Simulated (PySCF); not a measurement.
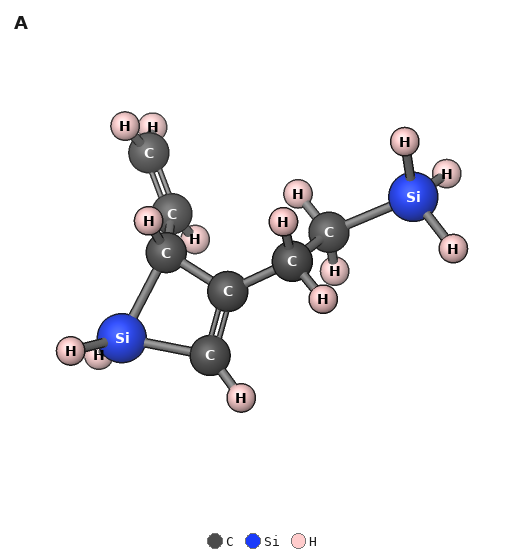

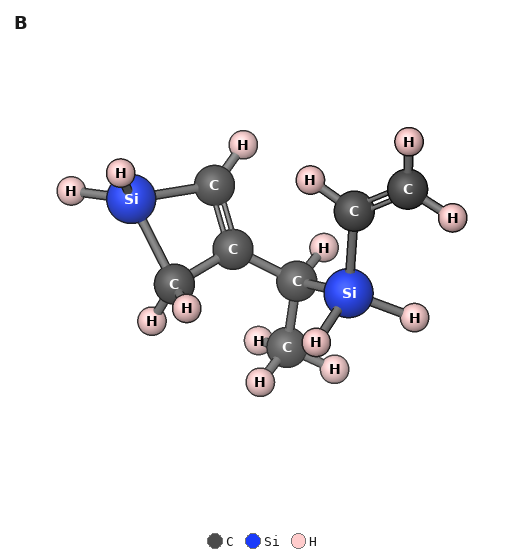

2 stationary structures of one formula. Geometries: GFN2-xTB. Electronic energies: PBE0/pcSseg-1 (PySCF 2.14.0), without zero-point energy. No frequency run is at hand to confirm each as a minimum. Each is one conformer, not always the lowest.

**How are they related?**

They are constitutional isomers of C7H14Si2: A `C=C[C@H]1[SiH2]C=C1CC[SiH3]`, B `C=C[SiH2][C@@H](C)C1=C[SiH2]C1`.

**Which is lowest in energy, and by how much?**

B is lowest; A lies 0.241 eV above it.

The geometry is semi-empirical. Around Si such bond lengths and angles can be off by a tenth of an ångström or more and by several degrees, and values that hang on the shape move with them.
